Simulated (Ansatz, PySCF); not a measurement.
HF (SMILES F) and SiH4 (SMILES [SiH4]) are pulled apart as rigid monomers along the line of their centres of mass, from the B3LYP-D3(BJ)/def2-TZVP minimum. Starting geometry (charge 0, multiplicity 1):
| atom | x (Å) | y (Å) | z (Å) |
|---|---|---|---|
| F | -0.2022 | -0.4294 | -0.4678 |
| H | -0.1008 | -0.7705 | 0.3912 |
| Si | -0.0386 | 0.1356 | 3.0635 |
| H | 0.0471 | -1.0166 | 2.1228 |
| H | 1.0491 | 1.0838 | 2.7488 |
| H | 0.1149 | -0.3966 | 4.4336 |
| H | -1.3570 | 0.7809 | 2.9008 |

Interaction energies with rigid monomers; basis-set methods are counterpoise corrected unless marked otherwise.

Rows in 6-31G* carry no dispersion term and start afresh at each structure (6-31G* with six Cartesian d functions). MP2/6-31G* freezes PySCF's default core.

Programs: Ansatz (a first-principles code) with Gaussian orbitals; PySCF for 6-31G* rows, the dispersion terms. Each number belongs to the level named beside it.

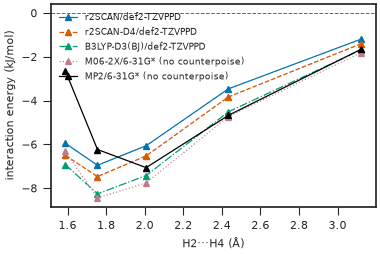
Interaction energy against separation

### Question
Which level binds most strongly at H2···H4 = 1.76, and by how much?

### Answer
M06-2X/6-31G* (no counterpoise), -8 kJ/mol.
